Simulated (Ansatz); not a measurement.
In doubt: one-shot GW on d or f shells is unsure (in some of the runs), so the values of those runs are not to be relied on; a part-filled 4f shell, where there is one, can sit in one of many states (in some of the runs), so energies may not be the lowest and differences between runs may mislead.

Consider NaSrCeSbO6 (F-43m).

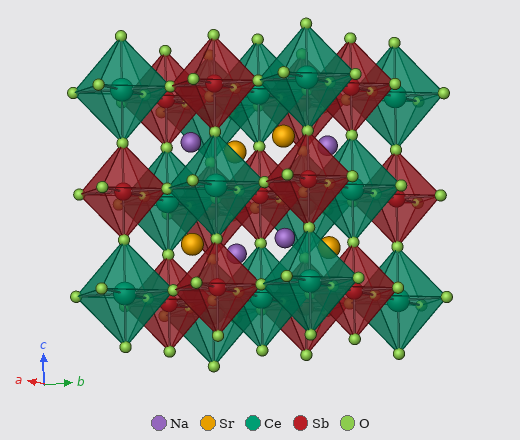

The structure (sodium purple, strontium orange, cerium teal, antimony red, oxygen green). Some periodic images of atoms are drawn too.

```cif
data_structure
_symmetry_space_group_name_H-M 'P 1'
_symmetry_Int_Tables_number 1
_cell_length_a 5.9538
_cell_length_b 5.9538
_cell_length_c 5.9538
_cell_angle_alpha 60.000
_cell_angle_beta 60.000
_cell_angle_gamma 60.000
_cell_volume 149.23
loop_
_atom_site_label
_atom_site_type_symbol
_atom_site_fract_x
_atom_site_fract_y
_atom_site_fract_z
_atom_site_occupancy
Na1 Na 0.75000 0.75000 0.75000 1
Sr2 Sr 0.25000 0.25000 0.25000 1
Ce3 Ce 0.00000 0.00000 0.00000 1
Sb4 Sb 0.50000 0.50000 0.50000 1
O5 O 0.73749 0.26251 0.26251 1
O6 O 0.26251 0.73749 0.73749 1
O7 O 0.73749 0.73749 0.26251 1
O8 O 0.26251 0.26251 0.73749 1
O9 O 0.26251 0.73749 0.26251 1
O10 O 0.73749 0.26251 0.73749 1
```

The cell and positions are those that the Materials Project relaxed with its own functionals (PBE, PBE+U or r2SCAN), kept fixed. Spin-orbit coupling is left out unless a run names it.

Gaps computed with Ansatz 0.2.0 without a self-energy: LDA 1.96 eV, PBEsol 1.99 eV, PBE 2.00 eV, PBE+SOC 1.94 eV and DDH-PBE0 4.33 eV.

What gap should G0W0 on PBE give (4×4×4 mesh, 818 empty bands, screening to 180 eV, PAW set soft_1 files)?

About 4.59 eV: on its mesh the run moves the gap from 2.00 eV by +2.60 eV. Among the scalar-relativistic levels given, DDH-PBE0 is nearest (−0.26 eV). Spin-orbit coupling is not in that value; its −0.06 eV at the PBE level would bring it to about 4.53 eV. Bands and cutoff are finite, so the gap is not at the basis limit. The miss can reach some tenths of an eV and take either sign; the mesh is an error of its own. Empty 4f levels lie among the conduction bands. Their place in the start is unsure; it enters the screening, and the edge itself where they lie low. The runs have no spin polarisation. For a closed low-spin shell that is the natural state; where a d or f shell is open it is a constraint, and the gap is then not the crystal's own. The compound holds f electrons or empty f levels, where one-shot G0W0 is unsure. The many-body steps are scalar-relativistic: spin-orbit coupling is not in them. The program marks a band-edge row as in doubt, so the gap is less sure than its digits.

[Paths, hosts, dates, memory and timing lines, banners, echoed tables and standing remarks are left out of the program output.]

[Logs are printed without paths, hosts, clocks, repeated set-up lines and the standing remarks that a program may print on its own settings, such as how far it seeks lower states.]

[Runs of the session that timed out or met a known fault of the program may be left out.]

[Cells called generated may have been cut or substituted from an entry of the Crystallography Open Database or the Materials Project.]

[Hosts, paths, dates, database ids (printed as entryN), source tags and the programs' standing remarks are cut or masked in the printed files.]
